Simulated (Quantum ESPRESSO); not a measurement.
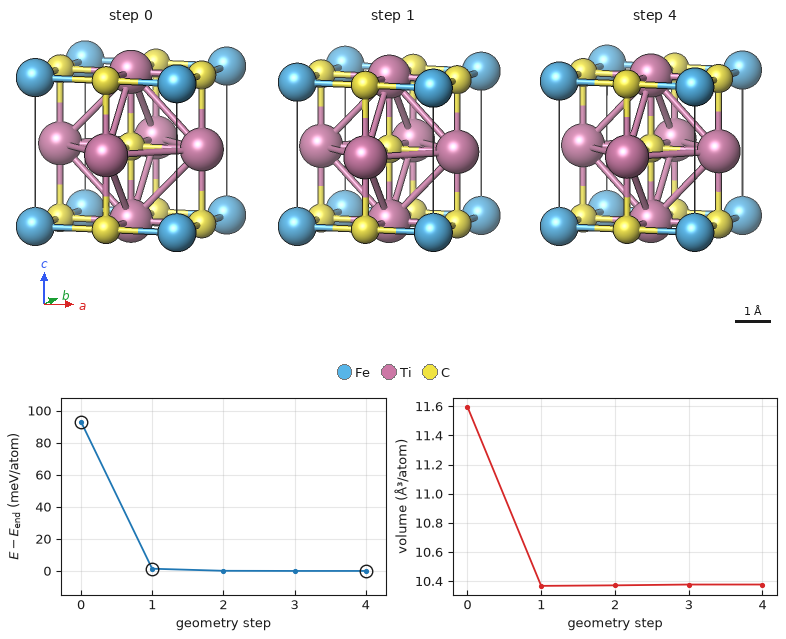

Frames of a relaxation of solid Ti$_{3}$FeC$_{3}$ (a generated structure, set up in P4/mmm), marked on the history of the run. A ball-and-stick model of the cell of the calculation, reduced to other axes, seen slightly off an axis. Lengths and directions refer to the drawn axes.

The run lets cell and atoms move.

Computed with Kohn-Sham DFT of a periodic cell, PBEsol, GBRV 1.5 PBEsol in Quantum ESPRESSO 7.5.

Input
```
&CONTROL
  calculation = 'vc-relax'
  prefix = 'pwscf'
  outdir = './tmp'
  pseudo_dir = './pseudo'
  tprnfor = .true.
  tstress = .true.
  disk_io = 'low'
  nstep = 40
  forc_conv_thr = 0.0004
  etot_conv_thr = 1d-05
/
&SYSTEM
  ibrav = 0
  nat = 7
  ntyp = 3
  ecutwfc = 56
  ecutrho = 448
  nbnd = 43
  occupations = 'smearing'
  smearing = 'mp'
  degauss = 0.00734986
/
&ELECTRONS
  conv_thr = 1.4d-09
  electron_maxstep = 120
  mixing_beta = 0.5
/
&IONS
  ion_dynamics = 'bfgs'
/
&CELL
  cell_dynamics = 'bfgs'
  press = 0
  press_conv_thr = 0.3
/
ATOMIC_SPECIES
Fe    55.8450 fe_pbesol_v1.5.uspp.F.UPF
Ti    47.8670 ti_pbesol_v1.4.uspp.F.UPF
C     12.0110 c_pbesol_v1.2.uspp.F.UPF
CELL_PARAMETERS angstrom
   4.3300000000    0.0000000000    0.0000000000
   0.0000000000    4.3300000000    0.0000000000
   0.0000000000    0.0000000000    4.3300000000
ATOMIC_POSITIONS crystal
Fe     0.0000000000    0.0000000000    0.0000000000
Ti     0.0000000000    0.5000000000    0.5000000000
Ti     0.5000000000    0.0000000000    0.5000000000
Ti     0.5000000000    0.5000000000    0.0000000000
C      0.5000000000    0.5000000000    0.5000000000
C      0.0000000000    0.0000000000    0.5000000000
C      0.0000000000    0.5000000000    0.0000000000
K_POINTS automatic
8 8 8 0 0 0
```

Run as
```bash
OMP_NUM_THREADS=1 mpirun -n 4 pw.x -nk 4 -in pw.in > pw.out
```

**What happens along the run?**

The atoms keep their places relative to the cell (all moves are under 0.005 Å). The volume changes by −10.5 %, with a = b 4.330 → 4.144 Å (−4.3 %), c 4.330 → 4.230 Å (−2.3 %). Some distances before and after: Ti–Ti 3.062 → 2.930 Å, Ti–Ti 3.062 → 2.961 Å, C–Fe 2.165 → 2.072 Å, C–Ti 2.165 → 2.072 Å. The space group stays P4/mmm (No. 123). After 4 geometry steps the energy has fallen by 93.2 meV per atom. All forces vanish by symmetry, so only the cell relaxes. The pressure goes from −21.57 to 0.00 GPa. From step 0 to 1: volume −10.6 %, energy −91.8 meV per atom. From step 1 to 4: energy −1.4 meV per atom.

Limits of the set-up: an element that often carries a moment was run without spin polarisation.
